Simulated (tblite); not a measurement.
## C$_{4}$H$_{4}$F$_{3}$O (charge −1): molecular dynamics

C$_{4}$H$_{4}$F$_{3}$O, charge −1, SMILES C=C([O-])CC(F)(F)F, computed with GFN2-xTB Langevin dynamics, gas phase (tblite 0.8.0).

It belongs to a series of runs on one base structure; here: H on C replaced by CH2CF3.

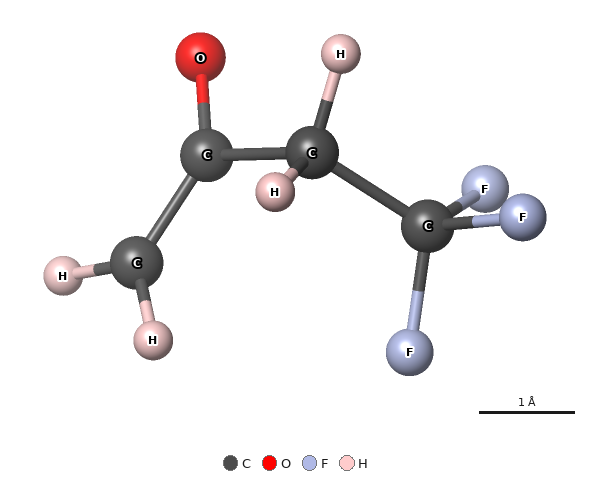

The structure as given in the input (ball-and-stick view, seen at a tilt). Bond lengths as drawn: C–C 1.35 to 1.60 Å, C–F 1.34 to 1.39 Å, C–H 1.08 to 1.09 Å and C–O 1.26 Å.

**Input file**
```
{"job": {"kind": "md", "xc": "GFN2-xTB", "basis": "xTB", "temperature": 200, "steps": 2000, "every": 50}, "charge": -1, "multiplicity": 1}
C      1.525721    -0.949441    -0.457451
C      0.857649    -0.530556     0.639996
O      0.870107    -0.971518     1.815654
C     -0.063715     0.750788     0.395541
C     -1.360155     0.393480    -0.246336
F     -2.200072     1.487838    -0.383907
F     -1.258484    -0.077559    -1.503438
F     -2.106440    -0.496340     0.424156
H      1.413826    -0.469882    -1.416692
H      2.171088    -1.811069    -0.414007
H     -0.285932     1.196836     1.366103
H      0.437606     1.476739    -0.245645
```

The first line tells a small driver script what to run in tblite; the rest is the geometry in Å.

Run on 1 CPU thread, shared host.

Run as:
```bash
OMP_NUM_THREADS=1 python <driver script> task.json out
```

**Output**
```
t/fs     T/K      E/eV
    0.0   174.3   -790.97292
   25.0   112.1   -790.78137
   50.0   189.7   -790.74435
   75.0   194.5   -790.77673
  100.0   166.9   -790.75283
  125.0   113.7   -790.72500
  150.0   137.9   -790.73803
  175.0   156.0   -790.78774
  200.0   166.7   -790.76193
  225.0   210.5   -790.76952
  250.0   192.2   -790.65229
  275.0   186.6   -790.63655
  300.0   292.2   -790.78095
  325.0   262.5   -790.60482
  350.0   261.2   -790.62607
  375.0   192.1   -790.55645
  400.0   231.7   -790.58035
  425.0   281.6   -790.69454
  450.0   216.1   -790.63093
  475.0   238.4   -790.62875
  500.0   301.9   -790.80847
  525.0   158.4   -790.69218
  550.0   164.0   -790.69976
  575.0   234.8   -790.75382
  600.0   210.4   -790.64141
  625.0   205.9   -790.61545
  650.0   331.5   -790.73390
  675.0   225.6   -790.52227
  700.0   192.2   -790.62482
  725.0   179.1   -790.65123
  750.0   212.2   -790.79421
  775.0   133.5   -790.72626
  800.0   155.9   -790.75513
  825.0   212.4   -790.73169
  850.0   196.4   -790.79037
  875.0   231.3   -790.72621
  900.0   200.9   -790.73926
  925.0   199.3   -790.69588
  950.0   187.6   -790.74400
  975.0   187.9   -790.79306
 1000.0   176.4   -790.78985
```

**Trajectory as extended XYZ (Å, eV, eV/Å), 8 of the 41 frames kept, from step=0 to step=40**
```
12
Properties=species:S:1:pos:R:3:forces:R:3 step=0 time_fs=0.0 energy=-790.97292 temperature=174.3
C     1.5257   -0.9494   -0.4575   -0.0062  -0.0020   0.0039
C     0.8576   -0.5306    0.6400    0.0010  -0.0017   0.0002
O     0.8701   -0.9715    1.8157    0.0012   0.0013  -0.0056
C    -0.0637    0.7508    0.3955   -0.0017  -0.0018   0.0014
C    -1.3602    0.3935   -0.2463   -0.0022  -0.0018  -0.0007
F    -2.2001    1.4878   -0.3839    0.0030  -0.0028   0.0022
F    -1.2585   -0.0776   -1.5034    0.0007   0.0003   0.0043
F    -2.1064   -0.4963    0.4242    0.0046   0.0053  -0.0048
H     1.4138   -0.4699   -1.4167    0.0014   0.0012  -0.0019
H     2.1711   -1.8111   -0.4140    0.0014   0.0012   0.0011
H    -0.2859    1.1968    1.3661   -0.0024   0.0022   0.0027
H     0.4376    1.4767   -0.2456   -0.0008  -0.0013  -0.0027
12
Properties=species:S:1:pos:R:3:forces:R:3 step=6 time_fs=150.0 energy=-790.73803 temperature=137.9
C     1.2141   -0.7159   -0.3764    0.9789  -1.0343   1.8119
C     0.6696   -0.2753    0.7782   -0.6096   0.3154  -0.5310
O     0.7543   -0.6198    1.9695    0.2096  -0.1134   0.3700
C    -0.3918    0.9016    0.4463    0.1986   0.8826  -0.0854
C    -1.6384    0.3957   -0.2068    0.9622   0.5890   0.3613
F    -2.4185    1.5064   -0.5822   -0.2266  -0.9228   0.0892
F    -1.4680   -0.3141   -1.3314   -0.4204   0.1896   0.0628
F    -2.3346   -0.3554    0.6453   -0.7622   0.0317  -0.3308
H     0.9882   -0.2374   -1.2510   -0.3232   0.8512  -1.9576
H     1.9986   -1.4681   -0.4059   -0.2506   0.0933   0.1129
H    -0.7245    1.4440    1.3511    0.2017  -0.4302  -0.1387
H     0.0303    1.6712   -0.2327    0.0417  -0.4521   0.2354
12
Properties=species:S:1:pos:R:3:forces:R:3 step=11 time_fs=275.0 energy=-790.63655 temperature=186.6
C     1.3492   -0.7081   -0.1338   -2.0635   2.2156   0.2796
C     0.6251   -0.3348    0.9803    0.2022  -0.5115  -1.4242
O     0.7413   -0.6219    2.1835    0.2259  -0.6078   0.6936
C    -0.5082    0.7013    0.6466   -1.0248   0.5349   0.8164
C    -1.7668    0.3358   -0.0809    0.0475  -0.5587  -0.4947
F    -2.4654    1.4630   -0.4815    0.0916  -0.1560   0.1546
F    -1.5937   -0.3505   -1.2386    0.1382   0.2178   0.1286
F    -2.6903   -0.4006    0.5768    0.2489   0.2608   0.2347
H     1.2014   -0.1648   -1.0987    0.0459  -0.7969   0.8355
H     2.0135   -1.4860   -0.0867    1.5000  -1.3159   0.0053
H    -0.8585    1.2377    1.5642    0.3514  -0.4368  -0.4238
H     0.0191    1.3758    0.0296    0.2367   1.1545  -0.8056
12
Properties=species:S:1:pos:R:3:forces:R:3 step=17 time_fs=425.0 energy=-790.69454 temperature=281.6
C     1.4216   -0.6681    0.3611   -1.4743   1.2301  -0.7042
C     0.2826   -0.6142    1.1099    0.3680   0.3968   0.2955
O    -0.0055   -1.3446    2.0799   -0.5236   0.3852  -0.0914
C    -0.7612    0.7199    0.8136   -0.1256  -1.4549  -0.8511
C    -1.8407    0.2594   -0.1450    0.4418   0.1590   0.1893
F    -2.6898    1.2731   -0.5719    0.3213   0.2807  -0.1082
F    -1.3345   -0.2434   -1.2989   -0.3633   0.0333   0.3035
F    -2.7315   -0.6098    0.3402    0.1982  -0.4983   0.0597
H     1.4797   -0.0362   -0.5322    0.2560  -0.2296   0.3402
H     2.0627   -1.5136    0.4059    0.2493  -0.3137   0.1267
H    -1.2773    1.0831    1.6962    0.2700  -0.1032   0.2462
H    -0.2651    1.5181    0.2741    0.3822   0.1146   0.1938
12
Properties=species:S:1:pos:R:3:forces:R:3 step=23 time_fs=575.0 energy=-790.75382 temperature=234.8
C     1.4021   -0.8832    0.5786   -0.0995  -2.0712   1.2770
C     0.2083   -0.8550    1.2160   -0.1410  -0.0383  -1.0821
O    -0.3683   -1.6580    1.9712    0.0460  -0.5471   0.7761
C    -0.6422    0.4117    0.8369   -0.3915   0.1517  -0.2057
C    -1.7960    0.1103   -0.0892    0.9039   0.7034   0.5778
F    -2.5495    1.2382   -0.3486   -0.3408   0.3023   0.2947
F    -1.4653   -0.2609   -1.3155    0.6946  -0.4317  -0.9905
F    -2.6306   -0.7952    0.3396   -1.0175  -0.6696   0.5255
H     1.6099   -0.2035   -0.1663    0.6472   1.1791  -1.2156
H     2.0183   -1.7938    0.6507   -0.1830   0.6706   0.0021
H    -1.0446    0.7688    1.7779   -0.2462   0.3461   0.0445
H    -0.0293    1.1476    0.3390    0.1277   0.4046  -0.0037
12
Properties=species:S:1:pos:R:3:forces:R:3 step=29 time_fs=725.0 energy=-790.65123 temperature=179.1
C     1.2075   -0.6223    0.2713   -0.8447   1.4553  -0.4997
C     0.0665   -0.7416    1.0352    0.3277  -0.9952  -0.0144
O    -0.2817   -1.6485    1.8545    0.4859   0.6972  -0.5145
C    -1.0436    0.4042    0.8065   -0.1087  -0.5024   0.6526
C    -1.9747    0.0934   -0.3015   -1.0418  -0.4596  -0.7177
F    -2.8578    1.1924   -0.4736    0.0845  -0.9715   0.1183
F    -1.4423   -0.0278   -1.5241    0.2432   0.0740   0.0742
F    -2.7823   -1.0510   -0.2151    0.7830   1.7030   0.3048
H     1.2440    0.2812   -0.4312    0.1819  -1.2913   0.9091
H     2.0879   -1.2780    0.2313   -0.8823   0.3129   0.2926
H    -1.6955    0.5579    1.7034    0.6540  -0.3466  -0.4346
H    -0.5559    1.3375    0.5715    0.1174   0.3242  -0.1707
12
Properties=species:S:1:pos:R:3:forces:R:3 step=34 time_fs=850.0 energy=-790.79037 temperature=196.4
C     0.9761   -0.3293    0.0530    0.8498  -0.8972  -0.2050
C     0.0155   -0.7639    0.8837   -0.4630   0.6547   0.1597
O    -0.0385   -1.7416    1.6526   -0.0993  -0.3795   0.2501
C    -1.2029    0.2848    0.9224   -0.3404  -0.4478  -0.5038
C    -2.0317    0.1583   -0.3524    0.2881  -0.6366   1.2129
F    -2.9180    1.1700   -0.4206   -0.8811   0.5552  -0.1372
F    -1.3154    0.2756   -1.4504    0.3231   0.0260  -0.9043
F    -2.7848   -0.9758   -0.5349    0.3938   0.5498   0.3833
H     0.8734    0.4841   -0.6116   -0.1577   0.7345  -0.2858
H     1.8120   -0.9733   -0.1823    0.1198  -0.0423   0.1742
H    -1.8428    0.1575    1.8013    0.0682  -0.0981  -0.2064
H    -0.7908    1.2951    0.8969   -0.1013  -0.0186   0.0623
12
Properties=species:S:1:pos:R:3:forces:R:3 step=40 time_fs=1000.0 energy=-790.78985 temperature=176.4
C     1.1733   -0.5756    0.4448   -0.6699   0.4170   0.4096
C    -0.0050   -0.9374    1.0188    0.1113  -1.2880   0.3000
O    -0.3421   -2.0729    1.5098    0.2895   1.2504  -0.4764
C    -1.1153    0.1960    1.0493    0.3896  -0.0207   0.3720
C    -1.8576    0.0991   -0.2468    0.2695   1.7639   0.5816
F    -2.9717    0.9862   -0.3297    0.2116  -0.5194   0.2475
F    -1.1486    0.5140   -1.3108    0.3112  -0.0157  -0.1616
F    -2.3190   -1.0755   -0.5312   -0.7298  -1.0234  -0.2814
H     1.3005    0.4692    0.1366    0.3087  -0.6669  -0.0128
H     1.9838   -1.2816    0.4533    0.1539   0.2392  -0.2192
H    -1.7601   -0.0513    1.9138    0.0900   0.3570  -0.5819
H    -0.5912    1.1699    1.1718   -0.7357  -0.4934  -0.1774
```

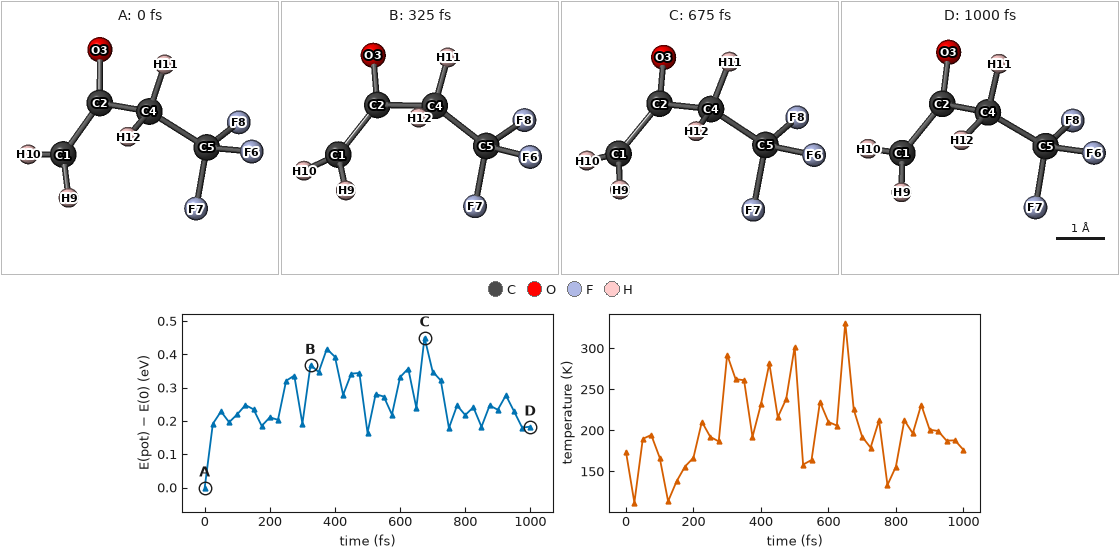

Frames of the molecular dynamics (ball-and-stick, seen at a tilt) above the curves, on which the letters mark them. The trajectory kept here has 41 frames over 1000 fs. The temperature starts at 174 K, ranges from 112 to 332 K and averages 205 K over the second half. The potential energy ends 0.183 eV above its first value. After an unweighted best fit of the last frame on the first, the root-mean-square displacement is 0.12 Å, and O3 has moved furthest (0.22 Å).

**Summary**

| quantity | value |
| --- | --- |
| outcome | finished |
| mean temperature over the second half | 205 K |
| trajectory | 41 frames kept, 1000 fs |
| wall time | 27 s |
| peak memory | 0.19 GiB |
